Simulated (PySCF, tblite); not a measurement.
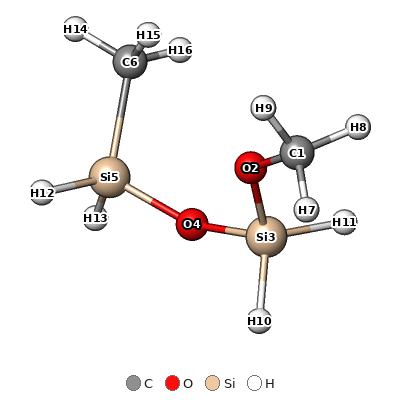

Structure of C₂H₁₀O₂Si₂, SMILES CO[SiH2]O[SiH2]C.

Kohn-Sham orbital energies near the frontier, CAM-B3LYP/def2-SVPD in PySCF 2.14.0, at a GFN2-xTB geometry (a minimum by its frequencies), isolated molecule; empty levels in grey, levels within 0.03 eV side by side.

Question: Where do the frontier orbitals lie?

Answer: HOMO at −9.47 eV, LUMO at 1.12 eV, 10.59 eV apart.

Question: How far below the HOMO does the next level lie?

Answer: 0.43 eV.

Question: List the levels with the atoms that carry most of them (a dash for levels above zero or within 0.03 eV of another, where shares mean little).

Answer:
```csv
orbital,energy (eV),Löwdin shares
LUMO+1,1.37,–
LUMO,1.12,–
HOMO,−9.47,"O2 23 %, Si3 16 %, O4 14 %"
HOMO−1,−9.91,"O2 23 %, C6 20 %, O4 16 %"
HOMO−2,−10.08,"O4 27 %, Si5 24 %, H13 19 %"
```

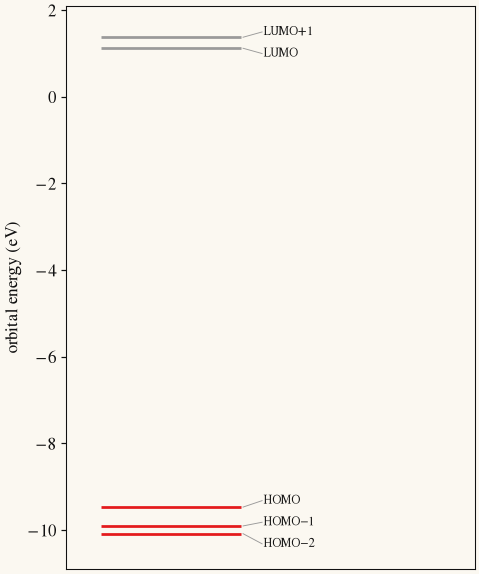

Known limits of this run: the tight-binding geometry is rougher than a DFT one and adds to the error; one conformer of a flexible molecule; empty levels above zero depend strongly on the basis.
